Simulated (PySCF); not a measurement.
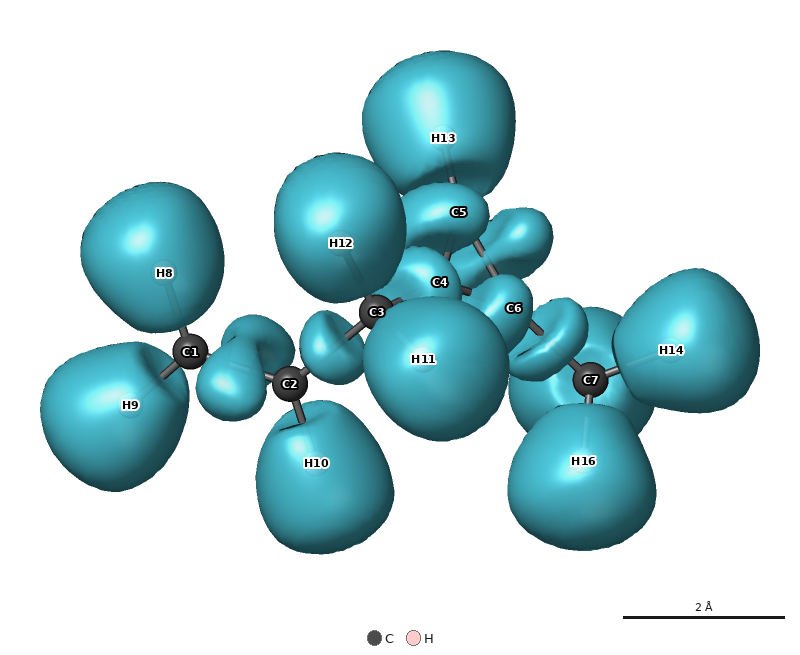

C$_{7}$H$_{9}$ (SMILES C=CCc1c[c+]1C) (charge +1). Isosurface of the ELF at 0.75 (cyan), seen at a tilt. Core shells and regions of very low density are left out.

Geometry: GFN2-xTB.

Level of theory: PySCF 2.14.0, PBE0/def2-SVPD, SCF density, gas phase.

```xyz
16

C     2.7220   -0.4055   -0.2804
C     1.5753   -0.0393   -0.8161
C     0.8506    1.2482   -0.4154
C    -0.2382    0.7642    0.3915
C    -0.7442    0.4064    1.6294
C    -1.4763    0.1079    0.5024
C    -2.6536   -0.4500   -0.1036
H     3.2142    0.1661    0.4886
H     3.2344   -1.2895   -0.6191
H     1.0891   -0.6193   -1.5856
H     0.4960    1.7511   -1.3168
H     1.5174    1.8956    0.1543
H    -0.6382    0.3810    2.6902
H    -3.4745    0.2626    0.0274
H    -2.9587   -1.3623    0.4110
H    -2.5230   -0.6284   -1.1693
```

Q: Describe the localisation domains.

A: At this value the surface marks out seven regions between bonded C–C atoms (shared pairs) and nine regions around hydrogen nuclei.

Values along the shortest contacts:
C–C (1.32 Å): the ELF peaks at about 0.90 between the atoms; a short, multiple covalent bond. C–H (1.07 Å): the ELF climbs to about 1 towards the hydrogen, as it does in any bond to H; an ordinary covalent bond to hydrogen.
